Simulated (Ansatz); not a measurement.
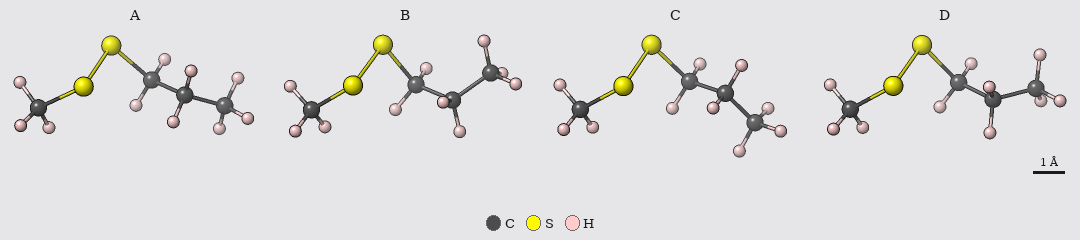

4 geometries from a converged minimum-energy path of C$_{4}$H$_{10}$S$_{2}$, shuffled. Style: ball-and-stick. Shown at a tilt.

All numbers below come from Ansatz 0.2.0, RKS r2SCAN/6-31G. Settings: 7 movable images; climbing image; force threshold 0.05 eV/Å; iteration limit 43; starting path by image-dependent pair potential.

Q: Which frame is the transition state?

A: D. In order along the path, whose images run from 0 to 8: C (image 0, 0.000 eV), A (image 2, +0.062 eV), D (image 4, +0.156 eV), B (image 6, +0.061 eV). The motion is a rotation about the C–C bond by about 115°. No bond forms or breaks between the ends.

The run took 4.2 min on 2 threads of Arm Neoverse V1, with other jobs on the host, peak memory 0.15 GiB.
